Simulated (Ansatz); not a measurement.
# Ce (fcc, Cu type), generalised stacking-fault energy along a line

Generalised stacking fault of Ce (fcc, Cu type) on the {111} plane. The cell below holds the perfect crystal with the plane normal along z; tilting its third vector by the shift puts one fault into each cell, between planes 2.73 Å apart, at fixed cell height.

```yaml
crystal:
  lattice:
    - [3.34578, 0.00000, 0.00000]
    - [1.67289, 2.89753, 0.00000]
    - [0.00000, 0.00000, 16.39091]
  atoms:
    - { symbol: Ce, position: [0.00000, 0.00000, 0.91667] }
    - { symbol: Ce, position: [0.66667, 0.66667, 0.08333] }
    - { symbol: Ce, position: [0.33333, 0.33333, 0.25000] }
    - { symbol: Ce, position: [0.00000, 0.00000, 0.41667] }
    - { symbol: Ce, position: [0.66667, 0.66667, 0.58333] }
    - { symbol: Ce, position: [0.33333, 0.33333, 0.75000] }
```

In-plane vectors a = (3.346, 0.000) Å, b = (1.673, 2.898) Å, area 9.69 Å². The shift is s times the vector a + b (length 5.795 Å), so s = 1 restores the start. Atoms relax along the normal only. γ = [E(shift) − E(0)] / area.

Computed with PBE (plane waves to 420 eV, PAW, scalar-relativistic; Ansatz, a first-principles code). k mesh 13×13×3 (Γ-centred), Fermi-Dirac smearing 0.05 eV. E is the zero-smearing estimate. Stress and pressure are positive under compression. With partly filled bands, the k mesh leaves noise in γ, roughly 0.02 J/m² as judged from a few cases. Faults lie only 16.4 Å apart, and holding the cell height raises γ above its relaxed value. Left out: 5 of 12 points, with atoms too close for the PAW data. Ce is run without spin polarisation. Ce was relaxed with its symmetry unable to fall. The PAW data are Ansatz's earlier set. The relaxed volume of Ce is well below the measured one. The f-shell state is unchecked: a lower one may exist. γ is measured from zero shift.

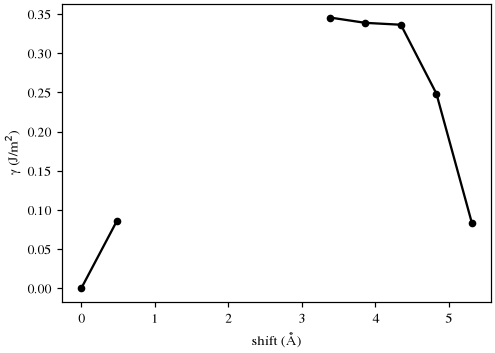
Figure: γ (J/m²) against shift (Å); computed points joined by lines.

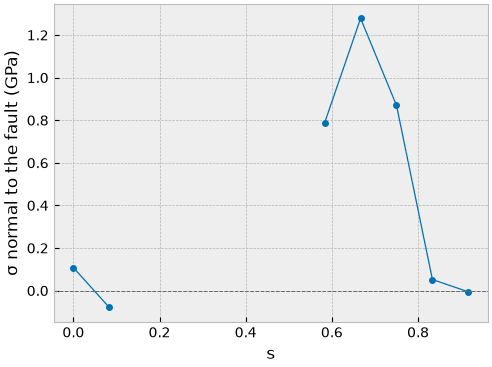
σ normal to the fault (GPa) against s; one marker a computed point.

(The slope of γ gives the shear force per area between the displaced halves; near zero shift its curvature is an elastic stiffness.)
